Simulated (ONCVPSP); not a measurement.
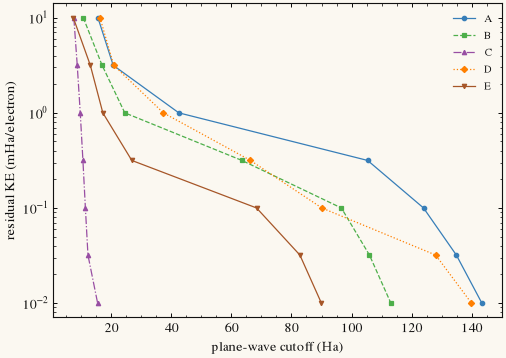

The residual kinetic energy of the 4p wave for 5 variants of one potential.

Base settings:

| Quantity | Value |
| --- | --- |
| Element | Zr (Z = 40) |
| Generator | ONCVPSP 4.0.1 |
| Type | optimised norm-conserving Vanderbilt (ONCV) |
| Functional | PBEsol |
| Relativity | scalar-relativistic |
| Frozen core | [Ar] 3d10 |
| Valence charge | 12 |
| Reference configuration | 4s2 4p6 4d2 5s2 |
| Partial waves | 4s+5s: rc 2.20 bohr, ncon 5, nbas 9, qcut 4.5 1/bohr, 2 projectors; 4p: rc 1.40 bohr, ncon 4, nbas 8, qcut 6.2 1/bohr, 2 projectors, debl 3.6 Ha; 4d: rc 3.05 bohr, ncon 4, nbas 9, qcut 5.7 1/bohr, 2 projectors, debl 3.3 Ha |
| Local potential | polynomial inside 1.35 bohr (lpopt 5, dvloc0 6 Ha) |
| Core correction | Teter function fitted to the true core (icmod 2), fcfact 0.65 |

The variants differ in the radius of the p channel: 1.10 bohr, 1.22 bohr, 1.38 bohr, 1.52 bohr, 1.94 bohr. Which curve belongs to which value?

Answer. A: 1.22 bohr; B: 1.38 bohr; C: 1.94 bohr; D: 1.10 bohr; E: 1.52 bohr.
